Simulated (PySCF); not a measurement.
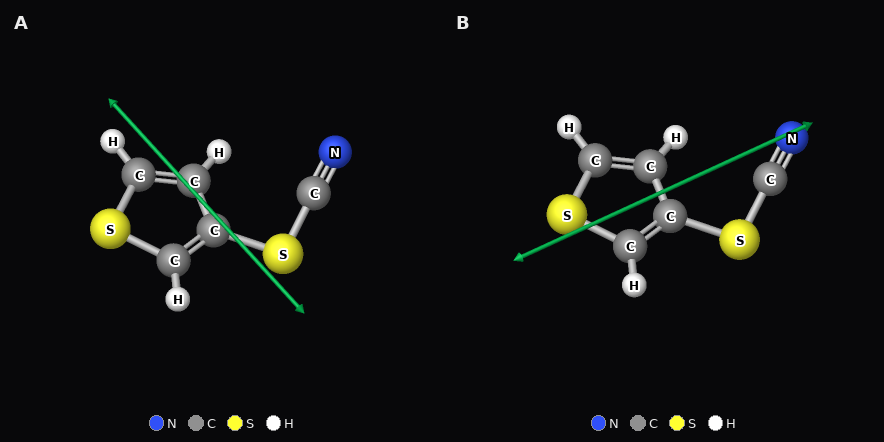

The double arrows show the directions of two transition dipoles from the ground state (lengths mean nothing). The geometry was computed by an optimisation with GFN2-xTB. No frequency run is at hand to confirm it as a minimum. Method: TDDFT PBE0/def2-SVPD, vertical, gas phase, core orbitals frozen in the response (PySCF 2.14.0).

Question: One belongs to singlet state 2 and one to singlet state 5. Which is which?

Answer: A: state 5, 5.89 eV (211 nm), oscillator strength 0.032, of mixed character, with the largest part HOMO−1 → LUMO (weight 0.46).
B: state 2, 5.21 eV (238 nm), oscillator strength 0.083, mainly HOMO → LUMO (weight 0.78).
